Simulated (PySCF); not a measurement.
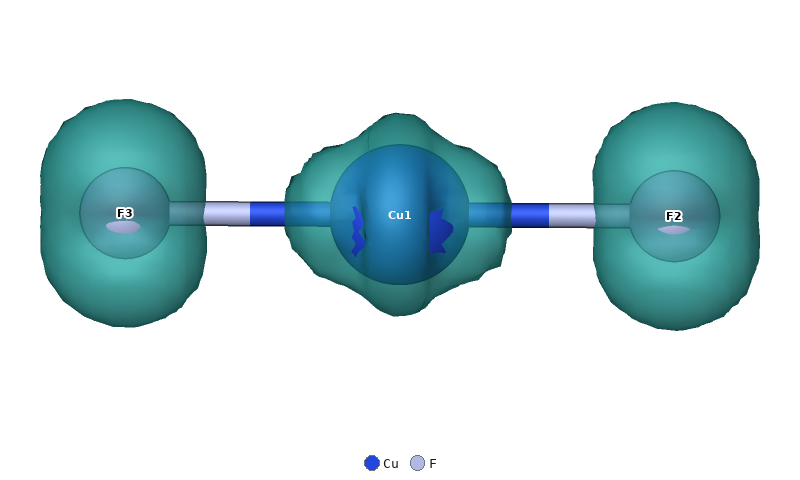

Figure. CuF2 (charge +1, triplet). Isosurface of the spin density (α minus β) at +0.15 e/Å³ (teal), seen from one side.

Geometry: BP86-D3(BJ)/def2-SVP.

Theory: DFT single point, gas phase, functional B3LYP in PySCF.

Q: Which atoms carry the spin?

A: The unpaired spin (2 electrons) lies mostly on Cu1 (about 0.9), F2 (about 0.5) and F3 (about 0.5), in electrons by Hirshfeld's partition.
